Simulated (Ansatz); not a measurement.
Cost and result by functional for the adsorption energy of NH3 on the 1x1 (110) surface of bcc Ta, one in a 2x2 cell, started at the site 'bridge Ta-Ta (span 3.3 Å)', in Ansatz (plane waves, PAW). Single points on the PBE structure, on one kind of machine; costs are rough ratios of the slab run's core time (references not counted) to the cheapest single point. r2SCAN's cost holds its higher cutoff (500 against 420 eV). Differences are taken against r2SCAN for comparison alone: no measured value is at hand, so the table doesn't rank accuracy.

Slab: 20 atoms, 6.8 Å thick at the start under the adsorbate (thin: gaps and levels are the slab's own); k 5x5x1, smearing 0.1 eV, dipole-corrected; 8 atoms held, the rest relaxed; no symmetry held; no spin, no spin-orbit, no U, no dispersion correction. At the end it is bonded to Ta. In PBE it is, or lies within 0.03 eV of, the lowest of the starts that converged. These notes are the PBE run's. Adsorption energies are against NH3(g). A negative adsorption energy means that the adsorbate is more stable on the surface than in its reference.

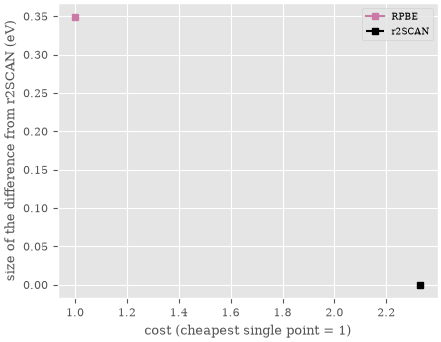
*Difference from r2SCAN against cost*

| functional | relative cost | adsorption energy (eV) | less r2SCAN (eV) |
|---|---|---|---|
| RPBE | 1 | -0.55 | 0.35 |
| r2SCAN | 2 | -0.90 | 0.00 |
| PBE (the relaxed run's value) | – | -0.77 | 0.13 |

The values span 0.35 eV, while the single points' costs differ by a factor of roughly 2. Differences are of unrounded values.

Ansatz is a quantum-chemistry and plane-wave program.
